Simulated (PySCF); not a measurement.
GeNH4Br: excited-state calculation

- system: GeNH4Br, SMILES [NH2][GeH2][Br]
- method: TDDFT PBE0/def2-SVPD, vertical, gas phase, core orbitals frozen in the response (PySCF 2.14.0)

The geometry comes from this level: GFN2-xTB. It belongs to a series of runs on one base structure; here: H on Ge replaced by Br.

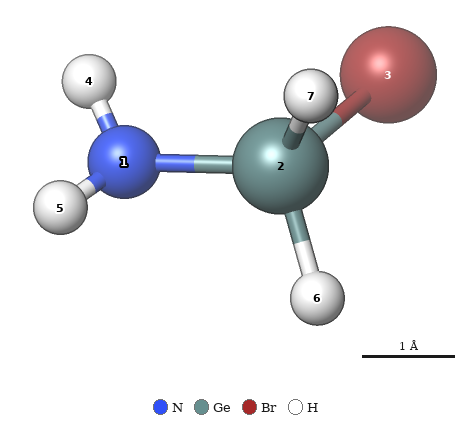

The structure as given in the input (ball-and-stick view, seen at a tilt; atoms are numbered from 1 in the order of the input). Sticks mark near contacts. Bond lengths as drawn: Br–Ge 2.26 Å, Ge–H 1.50 to 1.52 Å, Ge–N 1.80 Å and H–N 1.01 Å.

### Key numbers

```tsv
quantity	value
outcome	converged
total energy	−4707.134526 hartree
HOMO	−7.69 eV
LUMO	−0.30 eV
dipole moment	2.55 D
mean polarisability	60.16 a.u.
lowest singlet excitation	6.07 eV
hardware	1 CPU thread, shared host
wall time	20 s
peak memory	0.54 GiB
```

### Remarks

Spin–orbit coupling is left out, which matters for the heavy atoms.

### Input file
```
{"job": {"kind": "uv", "xc": "PBE0", "basis": "def2-SVPD", "nstates": 8, "ntriplets": 3}, "charge": 0, "multiplicity": 1}
N     -1.052885     0.385087    -0.216552
Ge     0.565988    -0.366497     0.023592
Br     2.011822     1.370512    -0.064238
H     -1.313463     1.173008     0.360113
H     -1.850787    -0.220107    -0.331541
H      0.814864    -1.275816    -1.146821
H      0.827793    -1.061282     1.348370
```

The first line tells a small driver script what to run in PySCF; the rest is the geometry in Å.

Launch command:
```bash
OMP_NUM_THREADS=1 python <driver script> task.json out
```

### Log
```
coarse grid: 29760 points
cycle   1  E = -4707.0834663750  dE = -1.488e+00  |g| = 5.467e-01  |ddm| = 3.073e+00
cycle   2  E = -4707.0352943022  dE =  4.817e-02  |g| = 7.351e-01  |ddm| = 1.516e+00
cycle   3  E = -4707.1334451459  dE = -9.815e-02  |g| = 7.052e-02  |ddm| = 8.519e-01
cycle   4  E = -4707.1344372826  dE = -9.921e-04  |g| = 2.465e-02  |ddm| = 1.073e-01
cycle   5  E = -4707.1345376757  dE = -1.004e-04  |g| = 4.225e-03  |ddm| = 2.260e-02
cycle   6  E = -4707.1345403904  dE = -2.715e-06  |g| = 9.461e-04  |ddm| = 8.694e-03
final grid: 58592 points
cycle   7  E = -4707.1345261131  dE =  5.577e-08  |g| = 1.175e-03  |ddm| = 3.260e-03
cycle   8  E = -4707.1345258830  dE =  2.301e-07  |g| = 1.575e-03  |ddm| = 3.420e-03
cycle   9  E = -4707.1345264723  dE = -5.894e-07  |g| = 1.344e-04  |ddm| = 1.863e-03
cycle  10  E = -4707.1345264763  dE = -3.960e-09  |g| = 2.514e-05  |ddm| = 1.713e-04
cycle  11  E = -4707.1345264765  dE = -1.546e-10  |g| = 3.563e-06  |ddm| = 2.738e-05
```

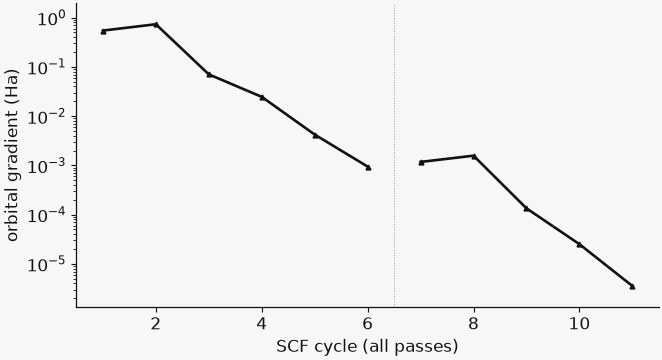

Convergence of the self-consistent field: orbital gradient against the SCF cycle. The dotted line marks the change from a coarse to the final integration grid. The first 6 cycles use a coarse grid, the final grid takes over at cycle 7, and the field converges after 11 cycles in all.

```
converged SCF energy = -4707.1345264765

Static polarisability (au): isotropic 60.156, principal 52.624 57.453 70.392

Singlet excitations
state   eV       nm        f      main configurations
  1   6.0668    204.4   0.00403   H->L 0.97
  2   6.4942    190.9   0.03640   H->L+1 0.94
  3   6.5525    189.2   0.01264   H-1->L 0.93
  4   6.7107    184.8   0.02036   H-2->L 0.91
  5   7.1191    174.2   0.03058   H->L+2 0.95
  6   7.2911    170.0   0.00262   H-1->L+1 0.92
  7   7.5598    164.0   0.05162   H-2->L+1 0.89
  8   7.6371    162.3   0.00983   H-1->L+2 0.96

Triplet excitations (Tamm-Dancoff, eV): 5.8016 6.0106 6.1678
```

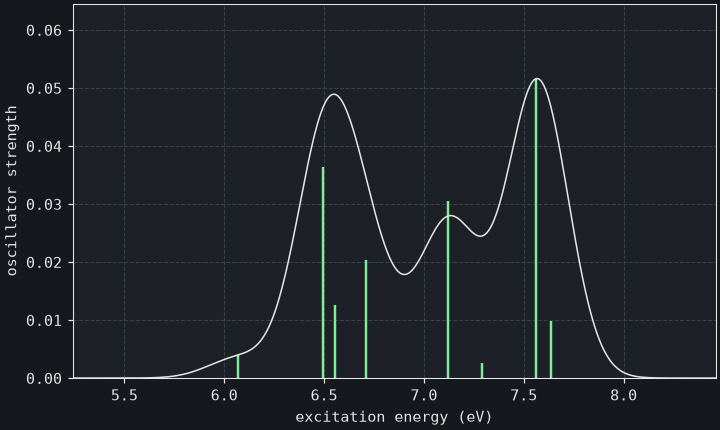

Computed excitations as sticks (degenerate states added up, dark ones marked on the axis), with a Gaussian envelope of 0.35 eV full width at half maximum, scaled to the tallest. Of the 8 states the lowest lies at 6.07 eV (f = 0.004); the strongest line is at 7.56 eV, or 164 nm (f = 0.052).

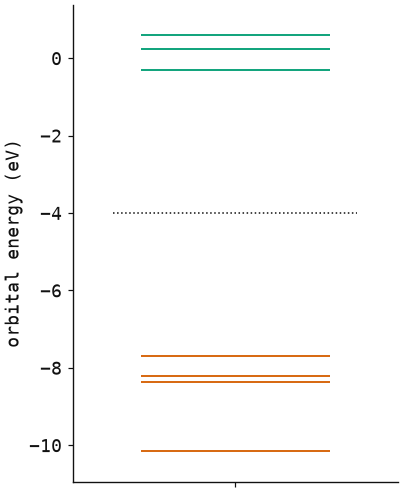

Orbital energies near the frontier; the dotted line parts filled from empty levels, and levels within 0.02 eV of each other stand side by side. Highest filled −7.69 eV, lowest empty −0.30 eV, 7.39 eV apart.
